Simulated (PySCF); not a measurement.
# H5N2OSi2 (SMILES O[Si]1N[SiH2]N1) (doublet): what the fields show

```xyz
10

O     2.4229   -0.4595   -0.1133
Si    1.0769    0.3827   -0.4417
N    -0.3615   -0.5994   -0.6962
Si   -1.3029    0.1327    0.5678
N     0.1869    0.9302    0.9746
H     2.3959   -1.1652    0.5389
H    -0.6673   -1.1102   -1.5037
H    -1.7088   -0.8320    1.5840
H    -2.3773    1.0102    0.1165
H     0.3439    1.7151    1.5794
```

Geometry: GFN2-xTB.

Method: PySCF 2.14.0, density-fitted response routines, UKS B3LYP, pcH-1 on H N O Si, non-relativistic, mean-field spin-orbit, GIAO.

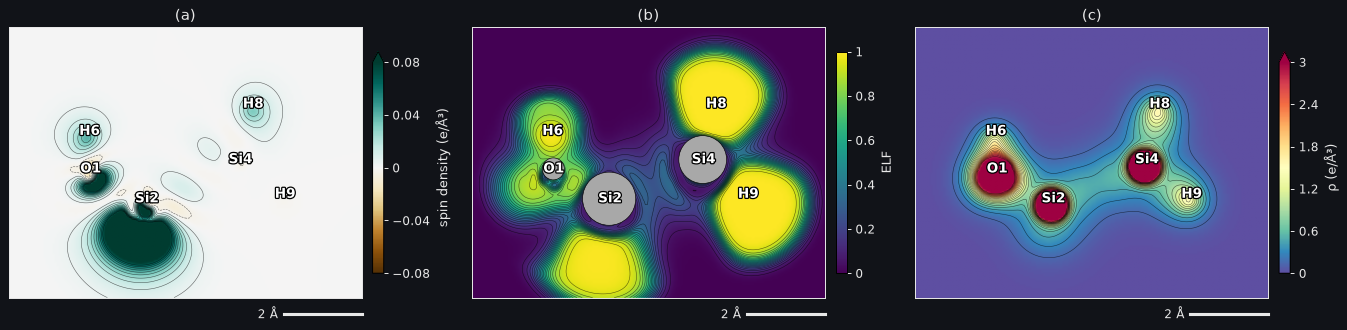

Figure 1. (a) spin density (α minus β); (b) electron localisation function; (c) total electron density on the plane of atoms Si2, O1 and H6. Grey discs cover the atomic cores in the ELF map.

> What does the map show?

- The section cuts through O, Si and H sites.
- Si–O (1.62 Å): ρ at the midpoint is about 1.2 e/Å³; the ELF peaks at about 0.85 between the atoms: a short, strongly polar bond.
- O–H (0.96 Å): ρ at the midpoint is about 2.1 e/Å³; the ELF climbs to about 1 towards the hydrogen, as it does in any bond to H; a covalent bond by its length.
- Si–H (1.46 Å): ρ at the midpoint is about 0.73 e/Å³; the ELF climbs to about 1 towards the hydrogen.
- The ELF also peaks beside O1, away from the bonds: non-bonding electrons, paired or unpaired.
- The unpaired spin (1 electron) lies mostly on Si2 (about 0.7), N3 (about 0.1) and N5 (about 0.1), in electrons by Hirshfeld's partition.

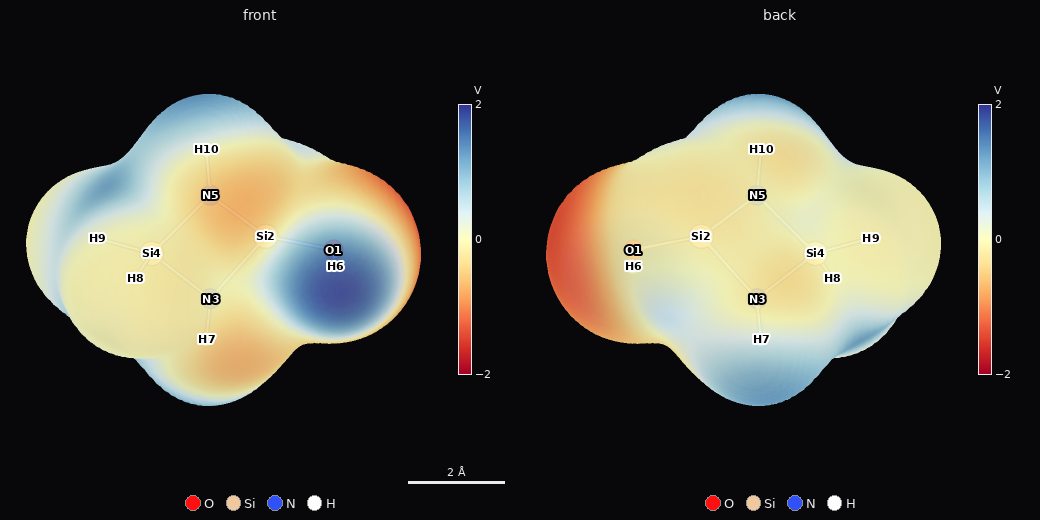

Figure 2. The electrostatic potential painted on the density surface at 0.001 e/bohr³, seen from the front and from behind; red is negative and blue positive.

> Where is the surface potential most negative and most positive?

The most negative region (about −1.4 V, or −32 kcal/mol for a unit charge) lies over O1, the most positive (about +1.8 V, or +42 kcal/mol for a unit charge) over H6. O1 is the likeliest acceptor of a hydrogen bond.
